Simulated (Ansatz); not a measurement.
# CH4AlNO: what the fields show

```xyz
8

C    -0.2540    0.7620   -0.4400
N     0.5769    0.2531    0.6547
Al    0.0361   -1.3595    0.2091
O    -0.8205   -0.4291   -0.9750
H     0.3324    1.2769   -1.2135
H    -1.0525    1.4310   -0.0907
H     1.1077    0.8870    1.2215
H     0.1660   -2.8786    0.5780
```

Geometry: PBE0-D4/def2-TZVP.

Computed with isolated molecule in a Gaussian basis; Hartree-Fock in Ansatz 0.2.0.

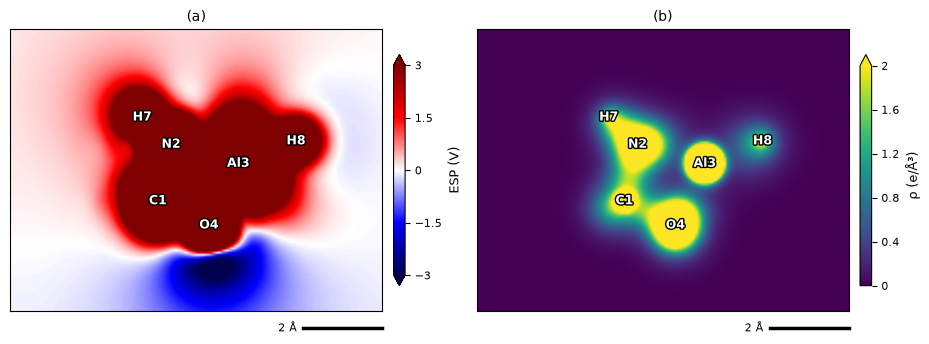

Figure 1. (a) molecular electrostatic potential; (b) total electron density on the plane of atoms N2, Al3 and O4.

Interpret the plot.

The section cuts through C, N, Al, O and H sites. C–O (1.42 Å): the density is about 2.1 e/Å³ at the midpoint, with its minimum of 1.8 e/Å³ about 0.5 Å from C. C–N (1.47 Å): ρ at the midpoint is about 1.9 e/Å³. Al–O (1.73 Å): ρ is about 0.84 e/Å³ halfway. Al–N (1.76 Å): the density is about 0.8 e/Å³ at the midpoint. C–Al (2.24 Å): ρ is about 0.42 e/Å³ halfway. Outside the dense part of the molecule the potential is most negative (−3.2 V) near O4.

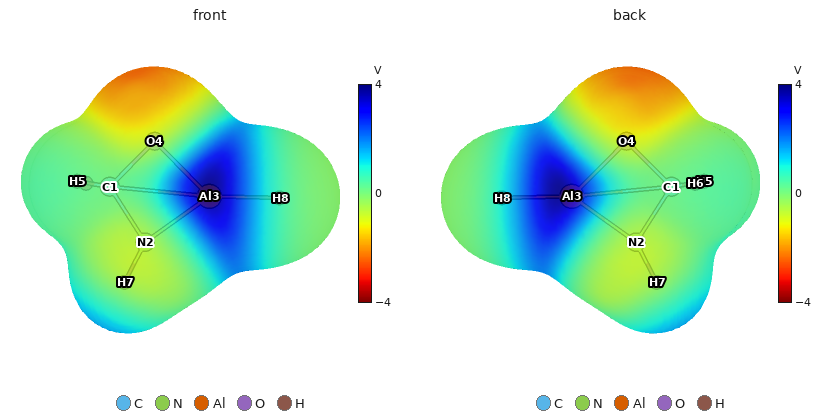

Figure 2. The molecular electrostatic potential painted on the density surface at 0.002 e/bohr³, seen from the front and from behind; red is negative and blue positive.

Where is the surface potential most negative and most positive?

The most negative region (about −2.4 V) lies over O4, the most positive (about +3.8 V) over Al3. O4 is the likeliest acceptor of a hydrogen bond.

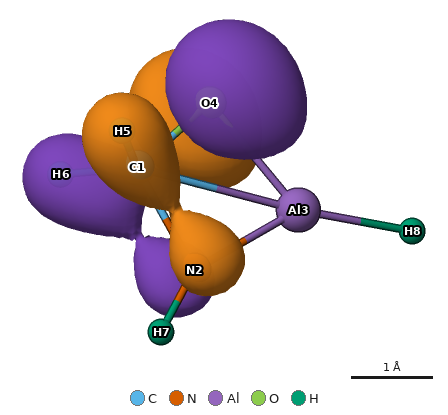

Figure 3. The HOMO−1 at ±0.15 Å⁻³ᐟ² (orange and purple are the two phases), seen at a tilt.

Where does this orbital lie, and at what energy?

By Hirshfeld shares it lies mainly on O4 (about 65 %), C1 (about 10 %) and N2 (about 5 %). Its energy is −11.78 eV.

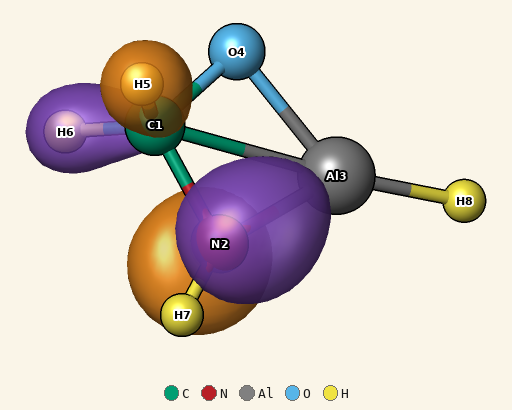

Figure 4. The HOMO at ±0.2 Å⁻³ᐟ² (orange and purple are the two phases), seen at a tilt.

What is the character of this orbital?

It lies mainly on N2 (about 60 %), C1 (about 10 %), H5 (about 5 %) and H6 (about 5 %). Its energy is −10.08 eV.
